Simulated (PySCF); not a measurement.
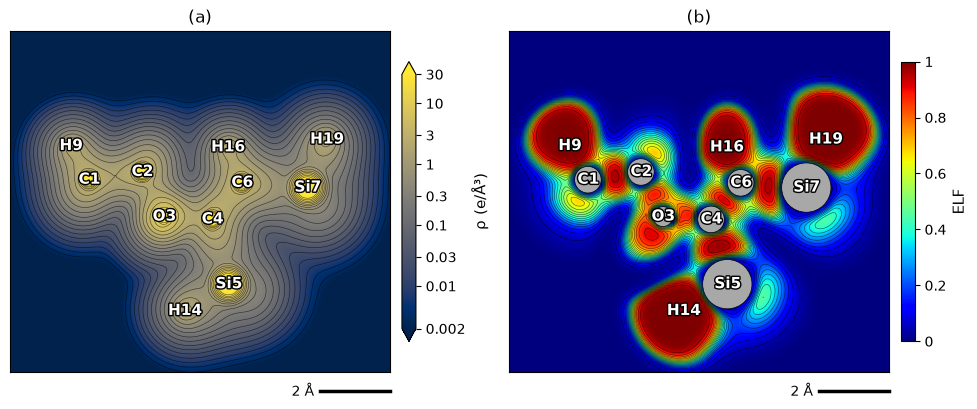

C4H12OSi2 (SMILES CCO/C([SiH3])=C/[SiH3]). (a) total electron density; (b) ELF on the plane of atoms C4, C6 and Si7. Grey discs cover the atomic cores in the ELF map.

Geometry: GFN2-xTB.

Theory: PBE0/pcSseg-1, SCF density, gas phase, non-relativistic (PySCF 2.14.0).

```json
{"atom": "C", "x (Å)": "3.2237", "y (Å)": "-0.0361", "z (Å)": "0.4900"}
{"atom": "C", "x (Å)": "1.8715", "y (Å)": "-0.4434", "z (Å)": "-0.0733"}
{"atom": "O", "x (Å)": "0.8915", "y (Å)": "0.4058", "z (Å)": "0.4875"}
{"atom": "C", "x (Å)": "-0.4212", "y (Å)": "0.2464", "z (Å)": "0.1402"}
{"atom": "Si", "x (Å)": "-1.4212", "y (Å)": "1.5515", "z (Å)": "1.0826"}
{"atom": "C", "x (Å)": "-0.8960", "y (Å)": "-0.6679", "z (Å)": "-0.7107"}
{"atom": "Si", "x (Å)": "-2.6954", "y (Å)": "-0.8660", "z (Å)": "-1.1699"}
{"atom": "H", "x (Å)": "3.2190", "y (Å)": "-0.1322", "z (Å)": "1.5726"}
{"atom": "H", "x (Å)": "4.0022", "y (Å)": "-0.6722", "z (Å)": "0.0778"}
{"atom": "H", "x (Å)": "3.4352", "y (Å)": "0.9992", "z (Å)": "0.2355"}
{"atom": "H", "x (Å)": "1.8674", "y (Å)": "-0.3463", "z (Å)": "-1.1688"}
{"atom": "H", "x (Å)": "1.6493", "y (Å)": "-1.4897", "z (Å)": "0.1822"}
{"atom": "H", "x (Å)": "-2.4075", "y (Å)": "0.8882", "z (Å)": "1.9401"}
{"atom": "H", "x (Å)": "-0.4775", "y (Å)": "2.3240", "z (Å)": "1.8878"}
{"atom": "H", "x (Å)": "-2.1160", "y (Å)": "2.4202", "z (Å)": "0.1285"}
{"atom": "H", "x (Å)": "-0.2051", "y (Å)": "-1.3573", "z (Å)": "-1.1830"}
{"atom": "H", "x (Å)": "-3.5167", "y (Å)": "-1.1822", "z (Å)": "0.0034"}
{"atom": "H", "x (Å)": "-3.2241", "y (Å)": "0.3454", "z (Å)": "-1.8062"}
{"atom": "H", "x (Å)": "-2.7890", "y (Å)": "-1.9781", "z (Å)": "-2.1236"}
```

> Interpret the plot.

- Atoms in the plane: C, O, Si and H.
- C–C (1.34 Å): ρ is about 2.3 e/Å³ halfway; the ELF peaks at about 0.90 between the atoms: a short, multiple covalent bond.
- C–O (1.37 Å): the density is about 2.2 e/Å³ at the midpoint, with its minimum of 1.9 e/Å³ about 0.5 Å from C; the ELF peaks at about 0.90 between the atoms, as expected for a polar covalent bond.
- C–Si (1.87 Å): ρ at the midpoint is about 0.94 e/Å³; the ELF peaks at about 0.95 between the atoms (a shared electron pair).
- C–H (1.08 Å): ρ is about 1.9 e/Å³ halfway; the ELF climbs to about 1 towards the hydrogen, as it does in any bond to H (a covalent bond by its length).
- C–O (1.41 Å): ρ at the midpoint is about 2 e/Å³, with its minimum of 1.7 e/Å³ about 0.5 Å from C; the ELF peaks at about 0.90 between the atoms (a polar covalent bond).
- The ELF also peaks beside O3, away from the bonds: lone-pair regions.
